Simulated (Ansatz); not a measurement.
Cl$_{2}$FH$_{3}$Si$_{2}$ (SMILES F[Si]([SiH3])(Cl)Cl)

| atom | x (Å) | y (Å) | z (Å) |
| --- | --- | --- | --- |
| Cl | 0.1318 | -1.7678 | -0.0856 |
| Cl | 2.3045 | 0.6848 | -0.8523 |
| F | 0.4174 | 0.7671 | 1.4481 |
| Si | 0.4301 | 0.2733 | -0.0957 |
| Si | -1.2239 | 1.3502 | -1.3384 |
| H | -0.9768 | 2.8185 | -1.3145 |
| H | -2.5573 | 1.0389 | -0.7530 |
| H | -1.1432 | 0.8381 | -2.7342 |

Geometry: B3LYP-D3(BJ)/def2-SVP.

Theory: isolated molecule in a Gaussian basis; Kohn-Sham density functional theory, functional PBE0 (Ansatz).

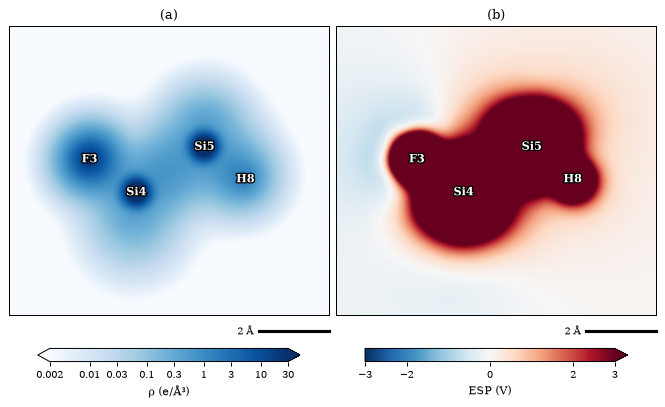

Figure 1. (a) total electron density; (b) electrostatic potential on the plane of atoms Si4, Si5 and H8.

### Read the bonding off the picture.

The section cuts through F, Si and H sites. Si–F (1.62 Å): ρ is about 1.1 e/Å³ halfway. Si–Si (2.33 Å): the density is about 0.67 e/Å³ at the midpoint. Si–H (1.49 Å): ρ is about 0.8 e/Å³ halfway. Outside the dense part of the molecule the potential is most negative (−0.8 V) near F3.

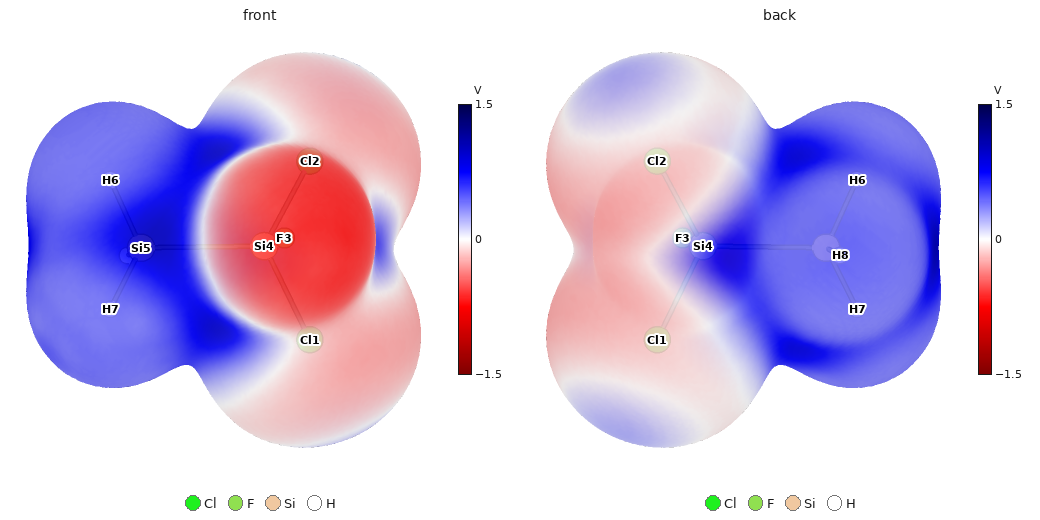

Figure 2. The electrostatic potential painted on the density surface at 0.001 e/bohr³, seen from the front and from behind; the colour scale runs from red (negative) to blue (positive).

### Which sites attract a positive test charge, and which a negative one?

A positive charge is drawn to the negative regions and a negative charge to the positive ones. The most negative region (about −0.7 V, or −16 kcal/mol for a unit charge) lies over F3, the most positive (about +1.0 V, or +23 kcal/mol for a unit charge) over Si5.

### How polar is the molecule by this calculation?

Its dipole moment is 1.91 D.

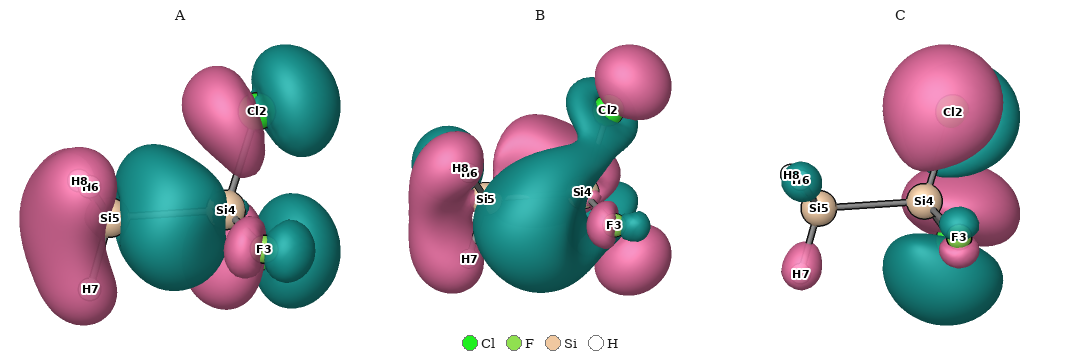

Figure 3. Three frontier orbitals at ±0.06 Å⁻³ᐟ² (teal and pink are the two phases), in no order.

### Which picture is the HOMO−1, the HOMO and the LUMO?

C is the HOMO−1 (−9.53 eV). Its weight (Hirshfeld) is mainly on Cl1 (about 45 %) and Cl2 (about 45 %); largely a combination of lone pairs on Cl1 and Cl2. A is the HOMO (−8.86 eV). It lies mainly on Si5 (about 25 %), Si4 (about 20 %), Cl2 (about 20 %) and Cl1 (about 20 %). B is the LUMO (−0.80 eV). It lies mainly on Si4 (about 35 %), Si5 (about 25 %), Cl2 (about 10 %) and Cl1 (about 10 %).

### What is the HOMO–LUMO gap?

8.06 eV between the orbital energies.
